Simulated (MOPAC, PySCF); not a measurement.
Dissociation curve of CH₃Li, SMILES [Li][CH3]. The C1–Li5 bond (C1 also carries H, H, H; Li5 carries nothing else) is varied alone, starting from the PBE0/def2-TZVP optimised geometry.

```
5

C      0.0000     0.0000     0.0000
H      0.8763    -0.5059    -0.4288
H      0.0000     1.0119    -0.4288
H     -0.8763    -0.5059    -0.4287
Li     0.0000     0.0000     1.9628
```

Methods: PM6, restricted, heats of formation (MOPAC); RCCSD(T) = CCSD(T) on RHF/cc-pVDZ, 1 core orbital frozen (PySCF); UHF/LANL2DZ = unrestricted Hartree-Fock/LANL2DZ in PySCF; RCCSD = PySCF with CCSD on RHF/cc-pVDZ, 1 core orbital frozen.

Energies are in kJ/mol, each relative to the lowest point of its own curve near equilibrium.

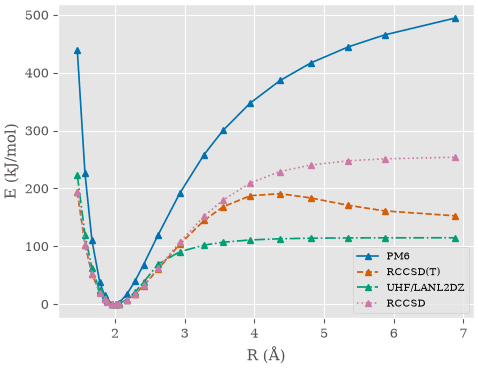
Figure. Energy against bond length for each method.

| R / Å | PM6 | RCCSD(T) | UHF/LANL2DZ | RCCSD |
|---|---|---|---|---|
| 1.46 | 438.5 | 193.9 | 222.9 | 193.8 |
| 1.57 | 226.0 | 103.0 | 120.2 | 102.8 |
| 1.67 | 110.1 | 52.3 | 61.8 | 52.0 |
| 1.78 | 39.1 | 20.3 | 23.9 | 20.0 |
| 1.85 | 15.1 | 8.9 | 10.3 | 8.6 |
| 1.89 | 6.9 | 4.7 | 5.4 | 4.5 |
| 1.96 | 0.0 | 0.7 | 0.7 | 0.6 |
| 2.02 | 0.1 | 0.0 | 0.0 | 0.0 |
| 2.06 | 2.7 | 0.7 | 0.9 | 0.8 |
| 2.17 | 16.9 | 6.5 | 8.0 | 6.8 |
| 2.29 | 40.4 | 17.5 | 21.2 | 18.2 |
| 2.41 | 68.2 | 31.8 | 37.9 | 32.9 |
| 2.62 | 119.9 | 60.5 | 69.2 | 62.4 |
| 2.93 | 191.6 | 103.6 | 90.6 | 107.3 |
| 3.28 | 258.6 | 144.8 | 102.1 | 152.0 |
| 3.55 | 300.2 | 168.2 | 107.0 | 179.9 |
| 3.94 | 347.5 | 187.4 | 111.0 | 209.3 |
| 4.37 | 386.6 | 191.0 | 113.0 | 229.3 |
| 4.81 | 416.9 | 183.6 | 114.0 | 240.6 |
| 5.35 | 444.8 | 170.8 | 114.5 | 247.7 |
| 5.87 | 465.4 | 161.2 | 114.6 | 251.2 |
| 6.88 | 494.4 | 152.7 | 114.8 | 254.1 |

At the longest distance, 6.88 Å, PM6 lies highest above its minimum (494.4 kJ/mol) and UHF/LANL2DZ lowest (114.8 kJ/mol).

The RCCSD(T) curve passes through a maximum at 4.37 Å and then falls by 38.3 kJ/mol up to the last usable point.

The restricted form behind PM6 keeps the bonding electrons paired and can't separate into open-shell fragments. The T1 diagnostic of CCSD on the restricted reference of RCCSD(T), RCCSD exceeds 0.045 at 3.55 to 6.88 Å. The unrestricted solution behind UHF/LANL2DZ changes between 2.62 and 2.93 Å, which can leave a kink. The unrestricted determinant behind UHF/LANL2DZ is spin-contaminated at 2.62 to 6.88 Å (<S²> up to 1.0, against 0.00 for a pure singlet).
